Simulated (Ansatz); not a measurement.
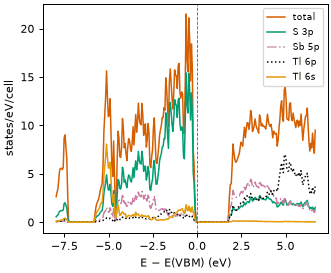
*Total and projected density of states of TlSbS2 in space group P-1 (No. 2; Pearson symbol aP16), r²SCAN (plane waves, PAW; program Ansatz)*

Which orbitals carry the states next to the gap?

Top 1 eV of the valence band: S 3p 72 %, Tl 6s 9 %, Sb 5p 7 %, Sb 5s 6 %. Bottom 1 eV of the conduction band: Sb 5p 40 %, Tl 6p 22 %, S 3p 20 %, S 3s 8 %. Projections are on Löwdin-orthogonalised atomic valence shells; empty p or d shells of many metals are not among them.

Where is the tallest occupied peak in this window, and what makes it?

Near -0.6 eV, about 22 states/eV per cell; the largest projected share is S 3p.

The workflow started from an entry of the Crystallography Open Database (COD). Its standing as an ambient phase is unchecked. Symmetry was held in the r²SCAN relaxation; its stability against distortions is not shown here. Spin–orbit coupling is left out wherever it is not named.

Potentials: the later of the program's two PAW sets.
